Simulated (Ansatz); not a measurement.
**C₄H₃F₇: basis-set convergence**

Aim: see how fast density functionals converge with the basis set for C₄H₃F₇.

The runs use Ansatz 0.2.0, Gaussian basis; one geometry, several basis sets.

Levels to be run: PBE0-D4/def2-SVP; ωB97M-V/def2-SVP; PBE0-D4/def2-QZVPP; ωB97M-V/def2-QZVPP; the functionals' def2-TZVPP values are taken from earlier runs.

1 further run of the same task is left out (it didn't finish).

## 1. The relaxed structure

All runs share one geometry, relaxed beforehand with PBE0-D4 in a triple-zeta def2 set.

14 atoms, charge 0, spin multiplicity 1.

Atoms are counted from 1 here; the program's logs count them from 0.

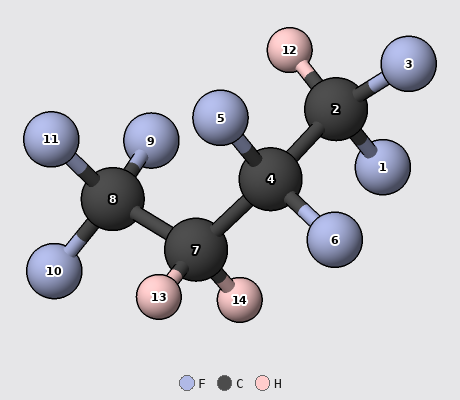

The geometry (fluorine light blue, carbon dark grey, hydrogen pink); atoms are numbered from 1 in the order of the file.

## 2. PBE0-D4 in def2-SVP

Input file in.yaml:

```yaml
crystal:
  periodic: [false, false, false]
  atoms:
    - {symbol: F, position_ang: [0.011989, -0.341778, 2.217962]}
    - {symbol: C, position_ang: [0.399880, 0.707652, 1.462265]}
    - {symbol: F, position_ang: [0.282289, 1.826487, 2.194243]}
    - {symbol: C, position_ang: [-0.525361, 0.810039, 0.240788]}
    - {symbol: F, position_ang: [-0.058522, 1.819123, -0.528391]}
    - {symbol: F, position_ang: [-1.756012, 1.165296, 0.674004]}
    - {symbol: C, position_ang: [-0.689724, -0.458185, -0.573739]}
    - {symbol: C, position_ang: [0.551837, -1.017765, -1.225869]}
    - {symbol: F, position_ang: [1.492762, -1.342361, -0.325168]}
    - {symbol: F, position_ang: [0.243240, -2.132722, -1.894783]}
    - {symbol: F, position_ang: [1.107608, -0.169263, -2.090493]}
    - {symbol: H, position_ang: [1.444339, 0.577123, 1.170078]}
    - {symbol: H, position_ang: [-1.410910, -0.240522, -1.363183]}
    - {symbol: H, position_ang: [-1.106214, -1.232323, 0.071088]}
basis:
  gaussian: {orbitals: def2-SVP}
hamiltonian: {xc: pbe0, dispersion: d4}
output: {orbitals: {seedname: orbitals}}
```

Started as:

```sh
> ansatz run in.yaml --threads 4 --pin off --events-out ev --progress --plain --max-ram 66560MiB --backend cpu
```

The log of the run:

```text
Functional definition: PBE0
  name "PBE0"
  cite "Adamo & Barone, J. Chem. Phys. 110, 6158 (1999) doi:10.1063/1.478522"
  cite "Perdew, Burke & Ernzerhof, Phys. Rev. Lett. 77, 3865 (1996) doi:10.1103/PhysRevLett.77.3865"
  parent pbe
  parameter a = 0.25
  parameter kappa = 0.804
  parameter beta = 0.06672455060314922
  exchange = (1 - a)*pbe_x(kappa = kappa, mu = beta*pi^2/3) + a*exact_x
  correlation = pbe_c(beta = beta)
1842 factors; their error is unknown
mean field evaluation 1: about -23170.3774 eV, gradient 5.4e1 eV
mean field evaluation 2: about -23168.8745 eV, gradient 6.3e1 eV
mean field evaluation 4: about -23175.0046 eV, gradient 2.1e0 eV
mean field evaluation 8: about -23175.0085 eV, gradient 1.5e-1 eV
mean field evaluation 16: about -23175.0200 eV, gradient 2.9e-4 eV
mean field -23175.02002785 eV, -851.6662774306 hartree, gradient 6.2e-5 eV, S^2 0.000000; 0 other end points of the search recorded, 0 dependent functions left out
reference -23175.02004476 eV, -851.6662780522 hartree; 45, 45 occupied and 124, 124 virtual orbitals, 1842 factors
Total energy: -23175.29660461 eV, -851.6764414393 hartree
```

It took 3 s on 4 threads of AMD EPYC 7R13, shared host.

## 3. ωB97M-V in def2-SVP

Edit in.yaml of step 2 so:

```diff
@@ -19,3 +19,3 @@
   gaussian: {orbitals: def2-SVP}
-hamiltonian: {xc: pbe0, dispersion: d4}
+hamiltonian: {xc: {name: wB97M-V}}
 output: {orbitals: {seedname: orbitals}}
```

The command is unchanged.

The log of the run, cut to the lines that bear on the results:

```text
Functional definition: wB97M-V
  name "wB97M-V"
  cite "Mardirossian & Head-Gordon, J. Chem. Phys. 144, 214110 (2016) doi:10.1063/1.4952647"
  cite "Becke, J. Chem. Phys. 107, 8554 (1997) doi:10.1063/1.475007"
  cite "Vydrov & Van Voorhis, J. Chem. Phys. 133, 244103 (2010) doi:10.1063/1.3521275"
  # Of w^i u^j: cxij and so on, Table III.
[...]
  gx(w, u) = 1 - cx + cx01*u + cx10*w
  gss(w, u) = css00 + css04*u^4 + css10*w + css20*w^2 + css43*w^4*u^3
  gos(w, u) = cos00 + cos10*w + (cos20 + cos21*u)*w^2 + (cos60 + cos61*u)*w^6
[...]
      + integral(e_c_pw_mod_opposite_spin*gos(b97_w_opposite, b97_u_opposite)) + vv10(b, c)
1842 factors; their error is unknown
334 factors; integrals over basis functions are off by at most 2.8e-6 eV
[...]
mean field -23191.56177829 eV, -852.2741755471 hartree, gradient 4.2e-5 eV, S^2 0.000000; 0 other end points of the search recorded, 0 dependent functions left out
reference -23191.56180631 eV, -852.2741765768 hartree; 45, 45 occupied and 124, 124 virtual orbitals, 1842 factors
Total energy: -23191.56180631 eV, -852.2741765768 hartree
```

Run time: 8 s. Hardware: 4 threads of AMD EPYC 7R13, shared host.

## 4. PBE0-D4 in def2-QZVPP

Edit in.yaml of step 3 so:

```diff
@@ -18,4 +18,4 @@
 basis:
-  gaussian: {orbitals: def2-SVP}
-hamiltonian: {xc: {name: wB97M-V}}
+  gaussian: {orbitals: "def2-QZVPP.json"}
+hamiltonian: {xc: pbe0, dispersion: d4}
 output: {orbitals: {seedname: orbitals}}
```

Started as:

```sh
> ansatz run in.yaml --threads 4 --pin off --events-out ev --progress --plain --max-ram 66560MiB --backend cuda --devices 0, --max-vram 37GiB
```

The log of the run:

```text
Functional definition: PBE0
  name "PBE0"
  cite "Adamo & Barone, J. Chem. Phys. 110, 6158 (1999) doi:10.1063/1.478522"
  cite "Perdew, Burke & Ernzerhof, Phys. Rev. Lett. 77, 3865 (1996) doi:10.1103/PhysRevLett.77.3865"
  parent pbe
  parameter a = 0.25
  parameter kappa = 0.804
  parameter beta = 0.06672455060314922
  exchange = (1 - a)*pbe_x(kappa = kappa, mu = beta*pi^2/3) + a*exact_x
  correlation = pbe_c(beta = beta)
2175 factors; their error is unknown
mean field evaluation 1: about -23198.3673 eV, gradient 6.1e1 eV
mean field evaluation 2: about -23197.6846 eV, gradient 6.6e1 eV
mean field evaluation 4: about -23203.8569 eV, gradient 2.9e0 eV
mean field evaluation 8: about -23203.8673 eV, gradient 5.4e-2 eV
mean field evaluation 16: about -23203.8696 eV, gradient 1.4e-4 eV
mean field -23203.86961768 eV, -852.7264803020 hartree, gradient 2.1e-5 eV, S^2 0.000000; 0 other end points of the search recorded, 0 dependent functions left out
reference -23203.86964898 eV, -852.7264814522 hartree; 45, 45 occupied and 672, 672 virtual orbitals, 2175 factors
Total energy: -23204.14620883 eV, -852.7366448393 hartree
```

Run time: 11 s. Hardware: 1 × H100 (card shared with other runs) with 4 threads of AMD EPYC 7R13, shared host; peak host memory 1.3 GiB.

## 5. ωB97M-V in def2-QZVPP

Edit in.yaml of step 4 so:

```diff
@@ -19,3 +19,3 @@
   gaussian: {orbitals: "def2-QZVPP.json"}
-hamiltonian: {xc: pbe0, dispersion: d4}
+hamiltonian: {xc: {name: wB97M-V}}
 output: {orbitals: {seedname: orbitals}}
```

Launched as before.

The log of the run, cut to the lines that bear on the results:

```text
Functional definition: wB97M-V
  name "wB97M-V"
  cite "Mardirossian & Head-Gordon, J. Chem. Phys. 144, 214110 (2016) doi:10.1063/1.4952647"
  cite "Becke, J. Chem. Phys. 107, 8554 (1997) doi:10.1063/1.475007"
  cite "Vydrov & Van Voorhis, J. Chem. Phys. 133, 244103 (2010) doi:10.1063/1.3521275"
  # Of w^i u^j: cxij and so on, Table III.
[...]
  gx(w, u) = 1 - cx + cx01*u + cx10*w
  gss(w, u) = css00 + css04*u^4 + css10*w + css20*w^2 + css43*w^4*u^3
  gos(w, u) = cos00 + cos10*w + (cos20 + cos21*u)*w^2 + (cos60 + cos61*u)*w^6
[...]
      + integral(e_c_pw_mod_opposite_spin*gos(b97_w_opposite, b97_u_opposite)) + vv10(b, c)
2175 factors; their error is unknown
423 factors; integrals over basis functions are off by at most 3.8e-6 eV
[...]
mean field -23220.94542470 eV, -853.3540046355 hartree, gradient 4.2e-5 eV, S^2 0.000000; 0 other end points of the search recorded, 0 dependent functions left out
reference -23220.94547547 eV, -853.3540065013 hartree; 45, 45 occupied and 672, 672 virtual orbitals, 2175 factors
Total energy: -23220.94547547 eV, -853.3540065013 hartree
```

It took 16 s on 1 × H100 (card shared with other runs) with 4 threads of AMD EPYC 7R13, shared host; peak host memory 1.3 GiB.

## 6. Density functionals: the series

The def2-TZVPP values come from earlier runs at the same geometry.

```csv
functional,basis,functions,energy (eV),from the largest (eV),HOMO (eV),LUMO (eV)
PBE0-D4,def2-SVP,169,-23175.2966,28.850,-9.87,1.73
PBE0-D4,def2-TZVPP,383,-23202.9941,1.152,-10.03,1.24
PBE0-D4,def2-QZVPP,717,-23204.1462,0.000,-10.08,0.82
ωB97M-V,def2-SVP,169,-23191.5618,29.384,-12.26,3.55
ωB97M-V,def2-TZVPP,383,-23219.8635,1.082,-12.44,2.75
ωB97M-V,def2-QZVPP,717,-23220.9455,0.000,-12.49,2.00
```

## 7. Summary of results

| quantity | value |
| --- | --- |
| PBE0-D4: double and triple zeta above quadruple | 28.85, 1.15 eV |
| ωB97M-V: double and triple zeta above quadruple | 29.38, 1.08 eV |

**Reading.** PBE0-D4 gains 27.70 eV from double to triple zeta, then 1.15 eV more. These are total energies; as a rule much of such shifts cancels in differences, which this series doesn't test. The LUMO of ωB97M-V is positive and keeps falling with the basis (3.55 to 2.00 eV): an unbound level that the basis holds in place.
